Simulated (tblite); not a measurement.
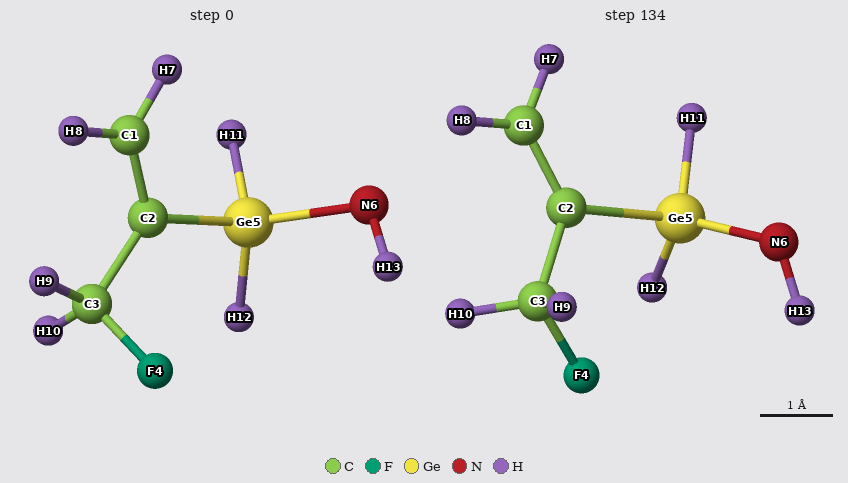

The structure of C3H7FGeN (multiplicity 2) before (left) and after (right) a relaxation, at one scale.

The picture is a ball-and-stick view, seen at a tilt.

The calculation used GFN2-xTB geometry optimisation, gas phase in tblite. 

Question: What changed between the two?

Answer: Over 134 geometry steps the energy falls by 0.442 eV. The atom that moves furthest after the best rigid fit is H9 (1.41 Å). By element the largest moves are H 1.41 Å, F 0.95 Å, N 0.66 Å, C 0.57 Å, Ge 0.15 Å. Among the contacts that change: Ge5–N6 1.858 → 1.747 Å, C2–Ge5 1.923 → 2.014 Å, Ge5–H11 1.571 → 1.502 Å, Ge5–H12 1.548 → 1.510 Å. Among the angles between lasting bonds that change: Ge5–N6–H13 108.9° → 120.4°, C3–C2–Ge5 122.3° → 113.1°, N6–Ge5–H12 113.3° → 120.4°. Groups turn about C2–C3 by about 70°, C2–Ge5 by about 45°. The run took 0.75 s on 1 thread of Arm Neoverse V1, on a shared host.
